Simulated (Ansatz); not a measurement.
# revPBE/cc-pVDZ run of BNH3F3 (SMILES [NH3+][B-](F)(F)F)

What is the energy change on altering one bond length of BNH3F3 at revPBE/cc-pVDZ? 

Program for the calculation: Ansatz 0.2.0.

83 further runs of the same task are left out: 83 set aside as unsound or not needed.

**1. The structure to begin with**

BNH3F3: 8 atoms, total charge 0, spin state singlet. As SMILES, `[NH3+][B-](F)(F)F`. The shape is that of a PBE0-D4/def2-TZVP optimisation.

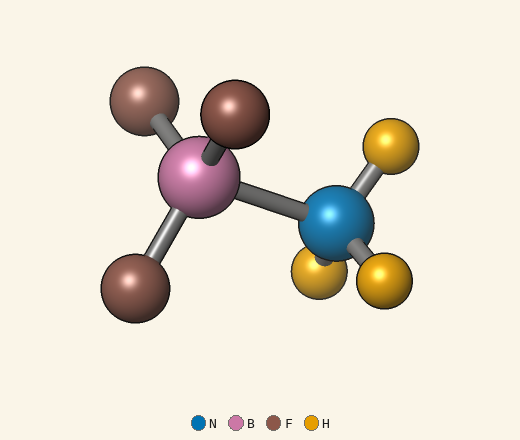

The structure, seen from a chosen angle (nitrogen blue, boron pink, fluorine brown, hydrogen amber).

**2. A single-point energy at revPBE/cc-pVDZ**

File run.yaml:

```yaml
crystal:
  periodic: [false, false, false]
  atoms:
    - symbol: N
      position_ang: [-0.501800, -0.052400, 0.645700]
    - symbol: B
      position_ang: [0.531500, 0.038700, -0.668100]
    - symbol: F
      position_ang: [1.521100, -0.860400, -0.378100]
    - symbol: F
      position_ang: [-0.251400, -0.312100, -1.733900]
    - symbol: F
      position_ang: [0.943600, 1.343300, -0.679400]
    - symbol: H
      position_ang: [-1.280300, 0.587300, 0.522000]
    - symbol: H
      position_ang: [-0.006300, 0.194600, 1.496700]
    - symbol: H
      position_ang: [-0.864300, -0.996100, 0.739300]
basis:
  gaussian:
    orbitals: cc-pVDZ
output:
  orbitals: {seedname: orbitals}
accuracy: high
hamiltonian:
  xc: {name: revPBE}
```

Started as:

```bash
$ ansatz run run.yaml --threads 1 --pin off --max-ram 3480MiB --events-out events.jsonl --progress --plain --runs-dir runs
```

The log of the run:

```text
Warning: RAYON_NUM_THREADS=1 ignored (pool sized by the plan → 1); use --threads N
Functional definition: revPBE
  name "revPBE"
  parameter kappa = 1.245
  parameter beta = 0.06672455060314922
  exchange = pbe_x(kappa = kappa, mu = beta*pi^2/3)
  correlation = pbe_c(beta = beta)
1941 factors; integrals over basis functions are off by at most 3.2e-9 eV
mean field evaluation 1: about -10361.5354 eV, gradient 6.3e1 eV
mean field evaluation 2: about -10352.9184 eV, gradient 9.3e1 eV
mean field evaluation 4: about -10368.0934 eV, gradient 1.4e0 eV
mean field evaluation 8: about -10368.0881 eV, gradient 2.0e-2 eV
mean field evaluation 16: about -10368.0881 eV, gradient 2.4e-7 eV
mean field -10368.08809082 eV, -381.0202095951 hartree, gradient 7.7e-8 eV, S^2 0.000000; 0 other end points of the search recorded, 0 dependent functions left out
reference -10368.08809468 eV, -381.0202097369 hartree; 21, 21 occupied and 64, 64 virtual orbitals, 1941 factors
Total energy: -10368.08809468 eV, -381.0202097369 hartree
```

Run time: 6 s. Hardware: 1 thread of Arm Neoverse V1, shared host; peak memory 0.21 GiB.

**3. The distorted shape at the same level**

File in.yaml:

```yaml
crystal:
  periodic: [false, false, false]
  atoms:
    - {symbol: N, position_ang: [-0.898177, -0.249988, -0.035060]}
    - {symbol: B, position_ang: [0.135123, -0.158888, -1.348860]}
    - {symbol: F, position_ang: [1.124723, -1.057988, -1.058860]}
    - {symbol: F, position_ang: [-0.647777, -0.509688, -2.414660]}
    - {symbol: F, position_ang: [0.547223, 1.145712, -1.360160]}
    - {symbol: H, position_ang: [-1.676677, 0.389712, -0.158760]}
    - {symbol: H, position_ang: [-0.006300, 0.194600, 1.496700]}
    - {symbol: H, position_ang: [-1.260677, -1.193688, 0.058540]}
basis:
  gaussian: {orbitals: cc-pVDZ}
hamiltonian: {xc: {name: revPBE}}
accuracy: high
output: {orbitals: {seedname: orbitals}}
```

Started as:

```bash
$ ansatz run in.yaml --threads 1 --pin off --max-ram 3480MiB --events-out events.jsonl --progress --plain --runs-dir runs
```

The log of the run:

```text
Warning: RAYON_NUM_THREADS=1 ignored (pool sized by the plan → 1); use --threads N
Functional definition: revPBE
  name "revPBE"
  parameter kappa = 1.245
  parameter beta = 0.06672455060314922
  exchange = pbe_x(kappa = kappa, mu = beta*pi^2/3)
  correlation = pbe_c(beta = beta)
1932 factors; integrals over basis functions are off by at most 3.5e-9 eV
mean field evaluation 1: about -10354.7699 eV, gradient 6.8e1 eV
mean field evaluation 2: about -10327.3519 eV, gradient 1.2e2 eV
mean field evaluation 4: about -10363.7749 eV, gradient 1.9e1 eV
mean field evaluation 8: about -10364.6205 eV, gradient 3.1e-1 eV
mean field evaluation 16: about -10364.6139 eV, gradient 8.1e-5 eV
mean field -10364.61387927 eV, -380.8925346754 hartree, gradient 8.5e-9 eV, S^2 0.000000; 0 other end points of the search recorded, 0 dependent functions left out
reference -10364.61388331 eV, -380.8925348240 hartree; 21, 21 occupied and 64, 64 virtual orbitals, 1932 factors
Total energy: -10364.61388331 eV, -380.8925348240 hartree
```

It took 6.3 s on 1 thread of Arm Neoverse V1, shared host; peak memory 0.21 GiB.

**4. Outcome**

At revPBE/cc-pVDZ:

| quantity | value |
| --- | --- |
| first shape: total energy | -381.02021 Eh |
| first shape: HOMO energy | -7.38 eV |
| first shape: LUMO energy | -0.35 eV |
| first shape: HOMO–LUMO gap | 7.02 eV |
| distorted shape: total energy | -380.89253 Eh |
| distorted shape: HOMO energy | -7.39 eV |
| distorted shape: LUMO energy | -5.37 eV |
| distorted shape: HOMO–LUMO gap | 2.03 eV |
| energy change with the N1–H7 bond stretched from 1.015 to 1.827 Å | 3.474 eV |

With the N1–H7 bond stretched from 1.015 to 1.827 Å the energy rises by 3.47 eV (335 kJ/mol). The first shape isn't relaxed at this level, so the change isn't measured from a minimum.
